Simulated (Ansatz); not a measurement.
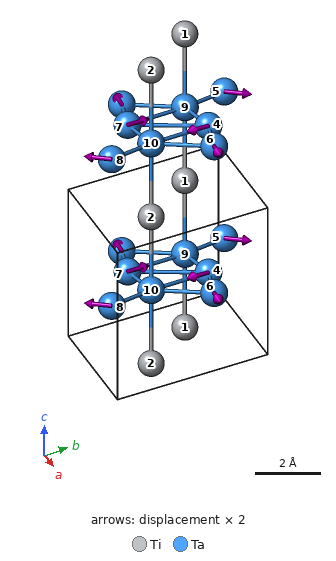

A relaxation of a crystal of Ta4Ti (a generated structure, set up in P6/m) (coarse preliminary run). The starting structure is drawn; purple arrows show the displacements (the part carried along by the change of the cell is left out), 2 times their true length.

A ball-and-stick model of the cell of the calculation, repeated 1 × 1 × 2 with one cell outlined, seen slightly off an axis.

The calculation used DFT PBE, scalar-relativistic, plane waves, PAW in Ansatz 0.2.0.

Input file:
```yaml
crystal:
  lattice:
    - [6.41115258, 0.0, 0.0]
    - [-3.20557629, 5.552221, 0.0]
    - [0.0, 0.0, 4.76727803]
  atoms:
    - { symbol: Ti, position: [0.33333333, 0.66666667, 0.0] }
    - { symbol: Ti, position: [0.66666667, 0.33333333, 0.0] }
    - { symbol: Ta, position: [0.05471755, 0.33849474, 0.5] }
    - { symbol: Ta, position: [0.66150526, 0.71622281, 0.5] }
    - { symbol: Ta, position: [0.28377719, 0.94528245, 0.5] }
    - { symbol: Ta, position: [0.94528245, 0.66150526, 0.5] }
    - { symbol: Ta, position: [0.33849474, 0.28377719, 0.5] }
    - { symbol: Ta, position: [0.71622281, 0.05471755, 0.5] }
    - { symbol: Ta, position: [0.33333333, 0.66666667, 0.5] }
    - { symbol: Ta, position: [0.66666667, 0.33333333, 0.5] }
basis:
  ecutwfc: 420
kpoints:
  mp_grid: { grid: [3, 3, 4] }
hamiltonian:
  xc: pbe
scf:
  occupations: { method: gaussian, width: 0.1 }
  lower_state_search: "off"
output:
  forces: true
  stress: true
  eigenvalues: true
relax:
  adjacent_minimum: "off"
  f_tol: 0.04
  max_steps: 70
  cell: { stress_tol: 0.4 }
```

Launched with:
```bash
ansatz run input.yaml --threads 1 --pin off --max-ram 2560MiB --backend cpu --events-out ev --progress --plain --runs-dir out
```

Which element moves most?

Answer. Tantalum: up to 0.46 Å, against 0.00 Å for titanium.

What did the optimiser do to the structure, and how much energy did it gain?

Answer. Over 10 accepted moves (12 points after the start) the energy falls by 50.274 eV per cell of the calculation. The largest force component goes from 10 to 0.0075 eV/Å. The pressure goes from 160.82 to −0.15 GPa. At 2 points the geometry stayed and the basis and grid were re-selected for the new cell (energy shift of 0.547 eV per cell of the calculation at most each time). The largest moves relative to the cell, 0.46 Å, are those of Ta3, Ta4, Ta5, Ta6, Ta7 and Ta8. Ta8 goes along [−1 −1 0]. Ti stays in place. Cell: a = b 6.411 → 8.200 Å (+27.9 %), c 4.767 → 4.833 Å (+1.4 %). Volume +65.8 %. Among the contacts that change: Ta3–Ta7 2.018 → 2.794 Å, Ta3–Ta9 1.964 → 2.703 Å, Ti1–Ta3 3.089 → 3.626 Å, Ta3–Ta10 2.471 → 2.703 Å. Among the angles between lasting bonds that change: Ta4–Ta8–Ta5 97.3° → 120.0°, Ta3–Ta8–Ta5 142.7° → 120.0°, Ta3–Ta8–Ta10 76.7° → 58.9°. The space group (tolerance 0.01 Å) goes from P6/m (No. 175) to P6/mmm (No. 191). The run took 4.7 min on 1 thread of AMD EPYC (Zen 3), with other jobs on the host, peak memory 0.62 GiB.
